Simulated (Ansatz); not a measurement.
# CH9BN2Si: geometry relaxation (part 2 of 2)

The same run, continued: CH9BN2Si, SMILES BN[SiH2]NC; RKS PBE/cc-pVDZ (Ansatz 0.2.0). It belongs to a series of runs on one base structure; here: end point A relaxed.

Geometry of the input (Å):
```
B  -0.8413  1.7653  1.6218
N  -0.4530  0.4243  1.1528
Si -0.4618  0.4263  -0.6523
N  0.1274  -1.1903  -1.2411
C  1.4229  -1.5044  -0.8358
H  -0.1872  2.4629  2.3123
H  -1.9307  2.2304  1.3227
H  -1.1498  -0.2290  1.4493
H  0.5302  1.4485  -1.0852
H  -1.7693  0.7463  -1.1243
H  -0.5898  -1.8947  -0.7571
H  2.1484  -0.7510  -1.2363
H  1.4599  -1.4725  0.2754
H  1.6812  -2.4914  -1.1736
```

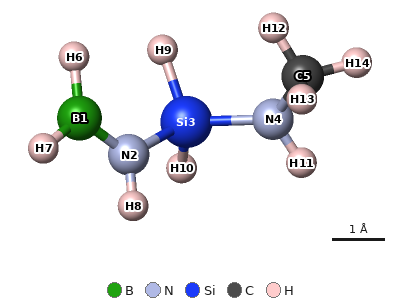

**Figure 1.** The geometry at step 14 of the log (ball-and-stick view, seen at a tilt; atoms are numbered from 1 in the order of the input).

Trajectory as extended XYZ, continued
```
14
Properties=species:S:1:pos:R:3:forces:R:3 step=7 energy=-12708.26802
B    -0.9065    1.8774    1.7481    0.0256   0.5169   0.2468
N    -0.9332    0.6275    1.0825   -0.2865   0.1062  -0.1641
Si   -0.4657    0.3871   -0.6451    0.0802  -0.1752   0.0631
N     0.1925   -1.1722   -1.1145   -0.1193  -0.1857   0.1401
C     1.5598   -1.5930   -0.8001    0.0382   0.1060   0.0094
H     0.0836    2.6291    1.6415   -0.5457  -0.3471  -0.1276
H    -1.9066    2.2202    2.4077    0.6056  -0.2039   0.0113
H    -1.7777    0.0787    1.3031    0.0097   0.0396  -0.0352
H     0.5374    1.4530   -0.9654    0.0598   0.0143  -0.0107
H    -1.7619    0.5161   -1.4062    0.0432  -0.0288  -0.0412
H    -0.4688   -1.9575   -1.0129    0.0652   0.1778  -0.1120
H     2.2612   -0.7918   -1.1158    0.0242  -0.0472   0.0417
H     1.7494   -1.7974    0.2816    0.0006  -0.0279  -0.0504
H     1.8236   -2.5064   -1.3759   -0.0008   0.0549   0.0287
14
Properties=species:S:1:pos:R:3:forces:R:3 step=8 energy=-12708.39408
B    -0.8868    1.8759    1.7581   -0.0800   0.3247   0.1803
N    -1.0374    0.6731    1.0316   -0.1427   0.1738  -0.0802
Si   -0.4827    0.3739   -0.6584   -0.0982  -0.1299   0.0053
N     0.1963   -1.1890   -1.0727    0.0126   0.0277   0.1048
C     1.5761   -1.5847   -0.7869   -0.0245  -0.0715   0.0180
H     0.0852    2.6136    1.5569   -0.3437  -0.2620  -0.0172
H    -1.7806    2.1871    2.5594    0.4763  -0.1379  -0.0830
H    -1.8931    0.1523    1.2683    0.0503  -0.0222  -0.0230
H     0.5264    1.4410   -0.9610    0.0566  -0.0219  -0.0031
H    -1.7529    0.4749   -1.4653    0.0300  -0.0178  -0.0648
H    -0.4574   -1.9807   -1.0104    0.0700   0.0959  -0.0668
H     2.2661   -0.7595   -1.0618   -0.0386  -0.0023   0.0246
H     1.7732   -1.8445    0.2813    0.0081  -0.0150  -0.0480
H     1.8545   -2.4628   -1.4105    0.0238   0.0584   0.0530
14
Properties=species:S:1:pos:R:3:forces:R:3 step=9 energy=-12708.46639
B    -0.8375    1.8443    1.7618   -0.0636   0.2833   0.1178
N    -1.0911    0.7057    0.9707   -0.1571   0.0328  -0.0442
Si   -0.5242    0.3741   -0.7080   -0.0327  -0.0852   0.0688
N     0.1925   -1.1822   -1.0727    0.0165  -0.0014   0.0824
C     1.5667   -1.5571   -0.7409   -0.0061  -0.0477  -0.0009
H     0.1228    2.5663    1.5026   -0.2015  -0.1633   0.0281
H    -1.6273    2.1190    2.6683    0.3368  -0.1126  -0.0942
H    -1.9345    0.1781    1.2362    0.0765   0.0016  -0.0292
H     0.4866    1.4409   -1.0106    0.0127  -0.0062  -0.0207
H    -1.7861    0.4295   -1.5283    0.0121  -0.0049  -0.0846
H    -0.4484   -1.9840   -1.0392    0.0253   0.0564  -0.0594
H     2.2481   -0.7094   -0.9625   -0.0288   0.0036   0.0196
H     1.7265   -1.8436    0.3260   -0.0026  -0.0049  -0.0221
H     1.8930   -2.4108   -1.3748    0.0124   0.0484   0.0387
14
Properties=species:S:1:pos:R:3:forces:R:3 step=10 energy=-12708.51241
B    -0.8160    1.8379    1.7596   -0.0042   0.0819   0.0410
N    -1.1541    0.7532    0.9249   -0.0668   0.0150   0.0220
Si   -0.5533    0.3683   -0.7264   -0.0310   0.1086  -0.1105
N     0.1923   -1.1812   -1.0457   -0.0209  -0.0401   0.0519
C     1.5654   -1.5499   -0.7112    0.0069   0.0280   0.0459
H     0.1109    2.5669    1.4398   -0.0587  -0.0796   0.0455
H    -1.4762    2.0395    2.7725    0.1404  -0.0334  -0.1046
H    -1.9764    0.2099    1.2134    0.0128  -0.0541   0.0478
H     0.4547    1.4374   -1.0329    0.0207  -0.0040  -0.0099
H    -1.7863    0.4020   -1.5963    0.0271  -0.0441  -0.0188
H    -0.4423   -1.9864   -1.0591    0.0120  -0.0016  -0.0418
H     2.2333   -0.6804   -0.8834   -0.0168  -0.0015   0.0204
H     1.7118   -1.8769    0.3453    0.0039  -0.0120  -0.0051
H     1.9233   -2.3695   -1.3720   -0.0255   0.0369   0.0161
14
Properties=species:S:1:pos:R:3:forces:R:3 step=11 energy=-12708.52889
B    -0.7595    1.8008    1.7467   -0.1760  -0.1436   0.0560
N    -1.1964    0.7765    0.8699   -0.0080   0.0736   0.2327
Si   -0.5987    0.3890   -0.7904   -0.0228  -0.1519   0.1036
N     0.1774   -1.1615   -1.0376   -0.0616   0.0068   0.0279
C     1.5405   -1.5100   -0.6446    0.0037  -0.0274  -0.0549
H     0.1617    2.5140    1.3920   -0.0194   0.0211   0.0100
H    -1.3127    1.9582    2.8408    0.1762  -0.0934  -0.3406
H    -1.9636    0.1812    1.2195    0.1058   0.1224  -0.1183
H     0.4132    1.4548   -1.1004   -0.0616   0.0341  -0.0161
H    -1.8169    0.3397   -1.6857    0.0644   0.0586   0.0524
H    -0.4459   -1.9747   -1.1108    0.0990   0.0770  -0.0082
H     2.2010   -0.6207   -0.7513   -0.0940  -0.0691   0.0296
H     1.6449   -1.8806    0.4046   -0.0249   0.0310  -0.0553
H     1.9420   -2.2961   -1.3240    0.0192   0.0610   0.0812
14
Properties=species:S:1:pos:R:3:forces:R:3 step=12 energy=-12708.53571
B    -0.7246    1.7666    1.7176    0.2175   0.5057   0.6795
N    -1.1862    0.7688    0.8658   -0.4112  -0.5752  -0.3934
Si   -0.6195    0.3850   -0.8026    0.0285  -0.0508  -0.0098
N     0.1743   -1.1546   -1.0535   -0.0380  -0.0051   0.0146
C     1.5246   -1.4926   -0.6077    0.0260   0.0229  -0.0309
H     0.1775    2.4891    1.3363    0.0197   0.0325   0.0232
H    -1.2161    1.8939    2.8405    0.0927  -0.0052  -0.2803
H    -1.9641    0.1927    1.2204    0.1246   0.0274  -0.0846
H     0.3653    1.4722   -1.1277   -0.0334   0.0084   0.0025
H    -1.8409    0.3453   -1.6916    0.0403  -0.0059   0.0527
H    -0.4367   -1.9716   -1.1630    0.0725   0.0459   0.0045
H     2.1714   -0.5876   -0.6628   -0.0938  -0.0963   0.0172
H     1.5863   -1.8803    0.4394   -0.0226   0.0247  -0.0819
H     1.9759   -2.2560   -1.2826   -0.0228   0.0709   0.0867
14
Properties=species:S:1:pos:R:3:forces:R:3 step=13 energy=-12708.54704
B    -0.6824    1.7588    1.7114    0.0014   0.0445   0.1544
N    -1.1559    0.7444    0.8608   -0.1226  -0.1134  -0.0314
Si   -0.6206    0.3704   -0.8145   -0.1159   0.0251  -0.0865
N     0.1726   -1.1608   -1.0955   -0.2994   0.1840  -0.0612
C     1.4902   -1.4709   -0.5832    0.3050  -0.1532   0.1026
H     0.2102    2.4834    1.3190    0.0520   0.0315  -0.0085
H    -1.1709    1.8920    2.8229    0.0248   0.0031  -0.0682
H    -1.9263    0.1652    1.2209    0.0690   0.0189  -0.0146
H     0.3393    1.4733   -1.1545    0.0014   0.0102  -0.0031
H    -1.8606    0.3193   -1.6722    0.0075   0.0115   0.0001
H    -0.4358   -1.9741   -1.2282    0.0592  -0.0339   0.0059
H     2.1058   -0.5488   -0.5620    0.0040   0.0391   0.0066
H     1.5036   -1.8928    0.4488   -0.0141  -0.0162   0.0332
H     2.0179   -2.1887   -1.2452    0.0277  -0.0514  -0.0292
14
Properties=species:S:1:pos:R:3:forces:R:3 step=14 energy=-12708.54542 accepted=F
B    -0.6561    1.7406    1.7084    0.0066   0.0112  -0.0168
N    -1.1722    0.7533    0.8452    0.0343  -0.0392  -0.0169
Si   -0.6571    0.3810   -0.8390    0.0654   0.0934   0.0707
N     0.1751   -1.1293   -1.1032    0.1149  -0.4341   0.0063
C     1.4893   -1.4671   -0.5616    0.0798   0.2485   0.0199
H     0.2620    2.4408    1.3210   -0.0296   0.0095  -0.0111
H    -1.1361    1.8795    2.8192    0.0243  -0.0235   0.0142
H    -1.9203    0.1594    1.2207   -0.0691   0.0254   0.0079
H     0.2863    1.4982   -1.1840   -0.0302   0.0118  -0.0166
H    -1.8995    0.3124   -1.6905    0.0191  -0.0227   0.0049
H    -0.3883   -1.9736   -1.2388   -0.1939   0.0931  -0.0727
H     2.0998   -0.5429   -0.5190    0.0949  -0.0014   0.0403
H     1.4736   -1.8979    0.4671   -0.0466   0.0085   0.0031
H     2.0307   -2.1837   -1.2171   -0.0700   0.0194  -0.0333
14
Properties=species:S:1:pos:R:3:forces:R:3 step=15 energy=-12708.55308
B    -0.6701    1.7497    1.7136   -0.0453   0.0262  -0.0095
N    -1.1670    0.7489    0.8544   -0.0045  -0.0036   0.0079
Si   -0.6370    0.3766   -0.8247   -0.0151   0.0057  -0.0035
N     0.1721   -1.1490   -1.0930    0.0053  -0.0106   0.0059
C     1.4967   -1.4713   -0.5734    0.0357  -0.0133   0.0159
H     0.2239    2.4746    1.3178    0.0230  -0.0166   0.0047
H    -1.1526    1.8845    2.8249    0.0233  -0.0173  -0.0115
H    -1.9307    0.1670    1.2203    0.0154   0.0025  -0.0006
H     0.3140    1.4871   -1.1681   -0.0095   0.0059  -0.0021
H    -1.8748    0.3161   -1.6832    0.0000  -0.0034   0.0005
H    -0.4209   -1.9724   -1.2348    0.0081   0.0199  -0.0034
H     2.1156   -0.5504   -0.5435   -0.0131  -0.0017   0.0012
H     1.4972   -1.8993    0.4570   -0.0127   0.0027  -0.0068
H     2.0206   -2.1915   -1.2386   -0.0104   0.0037   0.0015
14
Properties=species:S:1:pos:R:3:forces:R:3 step=16 energy=-12708.55361
B    -0.6643    1.7446    1.7118   -0.0369   0.0303  -0.0034
N    -1.1674    0.7487    0.8511   -0.0077  -0.0059   0.0069
Si   -0.6400    0.3775   -0.8286   -0.0128   0.0025  -0.0036
N     0.1727   -1.1466   -1.0946   -0.0025  -0.0091   0.0010
C     1.4946   -1.4675   -0.5680    0.0330  -0.0184   0.0093
H     0.2315    2.4670    1.3154    0.0208  -0.0142   0.0045
H    -1.1416    1.8768    2.8255    0.0205  -0.0153  -0.0093
H    -1.9308    0.1670    1.2178    0.0118   0.0018   0.0000
H     0.3063    1.4910   -1.1747   -0.0079   0.0057  -0.0020
H    -1.8790    0.3124   -1.6849   -0.0006  -0.0040  -0.0021
H    -0.4190   -1.9705   -1.2390    0.0081   0.0192  -0.0031
H     2.1126   -0.5463   -0.5351   -0.0093   0.0012   0.0018
H     1.4897   -1.8956    0.4623   -0.0112   0.0028  -0.0010
H     2.0219   -2.1877   -1.2303   -0.0054   0.0034   0.0010
14
Properties=species:S:1:pos:R:3:forces:R:3 step=17 energy=-12708.55424
B    -0.6492    1.7359    1.7044    0.0624  -0.0318   0.0127
N    -1.1717    0.7530    0.8407   -0.0041  -0.0224   0.0035
Si   -0.6535    0.3781   -0.8407    0.0216   0.0092  -0.0063
N     0.1772   -1.1381   -1.1000   -0.0096   0.0471  -0.0071
C     1.4903   -1.4576   -0.5499   -0.0388  -0.0010   0.0014
H     0.2718    2.4298    1.3138   -0.0289   0.0296  -0.0104
H    -1.1110    1.8630    2.8243   -0.0030   0.0015  -0.0022
H    -1.9264    0.1664    1.2155   -0.0398   0.0127  -0.0019
H     0.2706    1.5080   -1.1958   -0.0021  -0.0061  -0.0071
H    -1.8947    0.2917   -1.6927    0.0054  -0.0064   0.0081
H    -0.4081   -1.9620   -1.2607   -0.0173  -0.0273  -0.0087
H     2.1019   -0.5334   -0.5003    0.0136  -0.0012   0.0082
H     1.4608   -1.8911    0.4772    0.0206  -0.0006   0.0061
H     2.0292   -2.1729   -1.2071    0.0201  -0.0035   0.0036
14
Properties=species:S:1:pos:R:3:forces:R:3 step=18 energy=-12708.55543
B    -0.6101    1.7026    1.7004   -0.0150   0.0161  -0.0322
N    -1.1743    0.7512    0.8264   -0.0067   0.0151   0.0309
Si   -0.6697    0.3802   -0.8586    0.0222   0.0053  -0.0186
N     0.1792   -1.1271   -1.1106    0.0121   0.0086  -0.0032
C     1.4789   -1.4390   -0.5231   -0.0309  -0.0059  -0.0161
H     0.3060    2.3974    1.2985   -0.0002  -0.0145   0.0087
H    -1.0487    1.8205    2.8305    0.0049  -0.0090   0.0026
H    -1.9443    0.1824    1.1981   -0.0018  -0.0024   0.0089
H     0.2327    1.5226   -1.2309   -0.0024  -0.0103   0.0033
H    -1.9157    0.2684   -1.7002    0.0033  -0.0004   0.0061
H    -0.3982   -1.9542   -1.2857   -0.0013  -0.0143   0.0018
H     2.0830   -0.5112   -0.4538    0.0083   0.0027   0.0032
H     1.4248   -1.8740    0.5028    0.0066   0.0022  -0.0050
H     2.0435   -2.1492   -1.1651    0.0009   0.0067   0.0096
14
Properties=species:S:1:pos:R:3:forces:R:3 step=19 energy=-12708.55557
B    -0.6209    1.7119    1.7008    0.0094  -0.0152  -0.0043
N    -1.1750    0.7518    0.8304   -0.0106   0.0140   0.0094
Si   -0.6649    0.3797   -0.8536    0.0026   0.0015  -0.0079
N     0.1781   -1.1301   -1.1090    0.0137  -0.0117   0.0022
C     1.4813   -1.4436   -0.5308   -0.0060   0.0031  -0.0054
H     0.2953    2.4072    1.3013   -0.0027  -0.0018   0.0009
H    -1.0612    1.8276    2.8305   -0.0048   0.0056  -0.0012
H    -1.9449    0.1821    1.2016    0.0065  -0.0007   0.0030
H     0.2455    1.5163   -1.2221   -0.0026  -0.0019   0.0034
H    -1.9104    0.2746   -1.6964    0.0012   0.0003  -0.0017
H    -0.4010   -1.9575   -1.2787   -0.0006   0.0008   0.0018
H     2.0878   -0.5168   -0.4656    0.0013   0.0021   0.0006
H     1.4357   -1.8782    0.4956   -0.0031   0.0007  -0.0016
H     2.0418   -2.1543   -1.1756   -0.0042   0.0031   0.0006
14
Properties=species:S:1:pos:R:3:forces:R:3 step=20 energy=-12708.55561
B    -0.6194    1.7101    1.7006   -0.0005   0.0034   0.0005
N    -1.1764    0.7527    0.8294   -0.0038  -0.0080   0.0052
Si   -0.6654    0.3795   -0.8542    0.0012   0.0021  -0.0049
N     0.1779   -1.1303   -1.1089   -0.0033  -0.0001  -0.0031
C     1.4807   -1.4424   -0.5304    0.0036  -0.0021   0.0005
H     0.2977    2.4041    1.3013    0.0008  -0.0001   0.0002
H    -1.0612    1.8280    2.8295    0.0020  -0.0004   0.0003
H    -1.9438    0.1809    1.2023   -0.0010   0.0049  -0.0006
H     0.2455    1.5160   -1.2213   -0.0012  -0.0007   0.0003
H    -1.9101    0.2745   -1.6980    0.0008   0.0006  -0.0005
H    -0.4014   -1.9579   -1.2774    0.0011  -0.0011   0.0013
H     2.0867   -0.5151   -0.4655    0.0003   0.0020   0.0004
H     1.4349   -1.8765    0.4961   -0.0005  -0.0002   0.0013
H     2.0416   -2.1530   -1.1748    0.0005  -0.0002  -0.0008
```

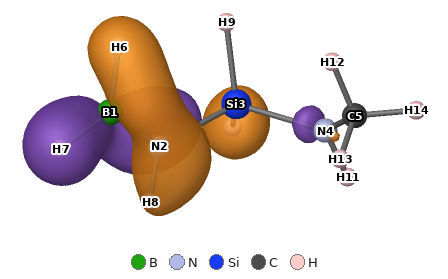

**Figure 2.** The HOMO−1 at ±0.15 Å⁻³ᐟ² (orange and purple are the two phases), seen from the side. By Hirshfeld shares it lies mainly on N2 (35 %), B1 (25 %), H7 (10 %), Si3 (10 %) and H6 (10 %). Its energy is −6.98 eV.

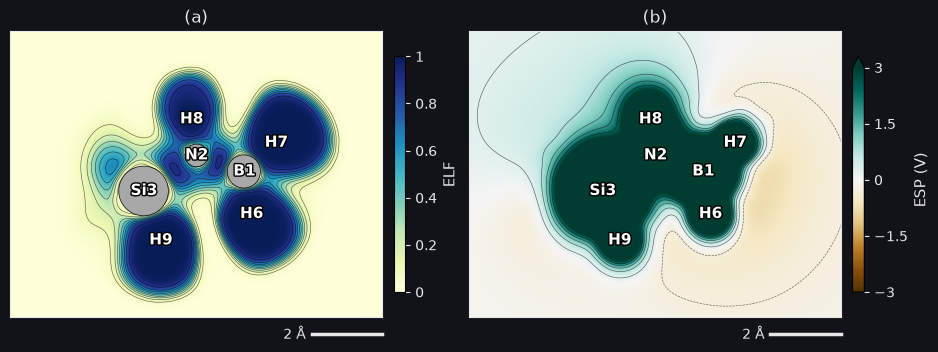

**Figure 3.** (a) ELF; (b) electrostatic potential on the plane of atoms B1, N2 and H8. Grey discs, where drawn, cover atomic cores. The plane passes through B, N, Si and H nuclei. B–N (1.41 Å): the ELF peaks at about 0.90 between the atoms, which marks a shared but strongly polarised pair. Si–N (1.80 Å): the ELF peaks at about 0.90 between the atoms (a polar covalent bond). B–H (1.22 Å): the ELF climbs to about 1 towards the hydrogen; a covalent bond by its length.

Results in brief

- outcome: converged
- total energy: −12708.5557 eV
- mean-field energy: −12708.5557 eV
- largest force (length of the vector) at the end: 0.010 eV/Å
- wall time: 63 s (CPU time 2 min)
- peak memory: 0.17 GiB
